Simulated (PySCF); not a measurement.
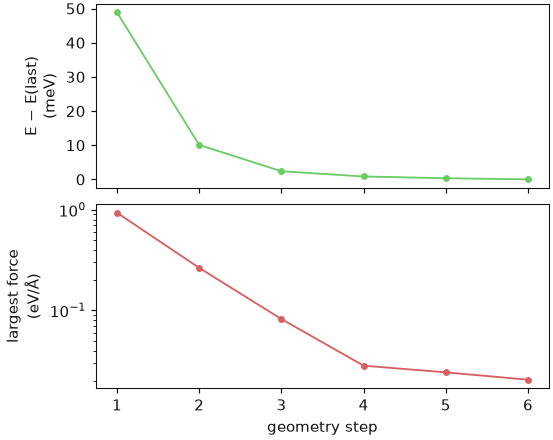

History of a geometry optimisation.

System: C₅H₇F₃O₂ (SMILES C[C@@H]1OCC(F)(F)[C@@H](F)O1).
Method: PBE0-D3(BJ)/def2-SVP, geometry optimisation in PySCF 2.14.0, density fitting.

### How did the optimisation end?

The optimisation met its thresholds at geometry 6, counting the start as the first. The energy fell by about 49 meV from the first step to the last. The largest force goes from about 0.93 eV/Å at the start to 0.021 eV/Å at the end.
